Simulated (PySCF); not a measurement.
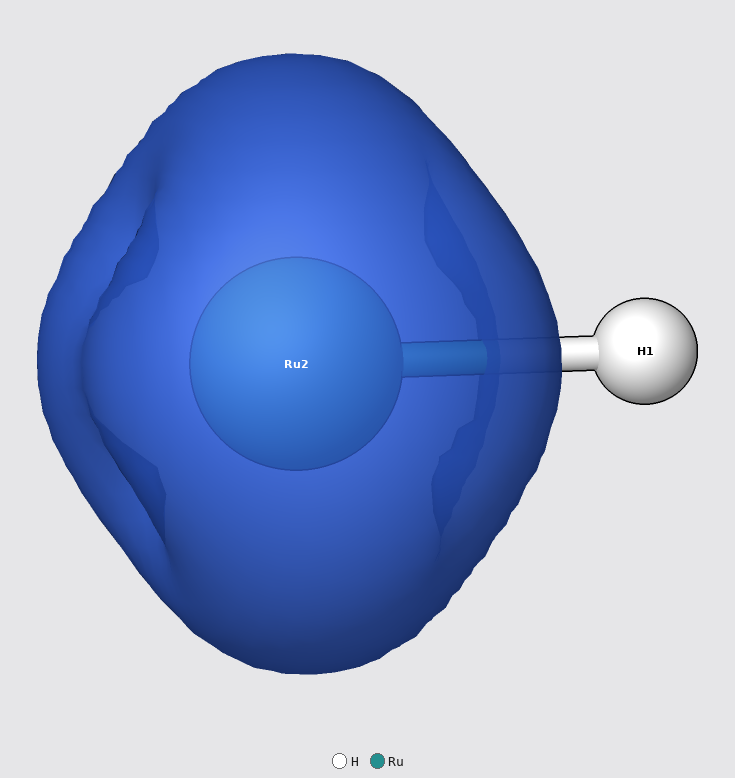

RuH (charge +1, quintet). Isosurfaces of the spin density (α minus β) at +0.08 (blue) and −0.08 e/Å³ (red), seen from one side.

Core potentials replace the inner electrons of Ru.

These are results of PBE0/def2-TZVPPD, non-relativistic Hamiltonian with scalar-relativistic core potentials where named, at a bond length of 1.597 Å in PySCF 2.14.0, not measurements.

Where is the unpaired spin?

Answer. The unpaired spin (4 electrons) lies mostly on Ru2 (about 3.9) and H1 (about 0.1), in electrons by Hirshfeld's partition. Only one sign reaches the isovalue.
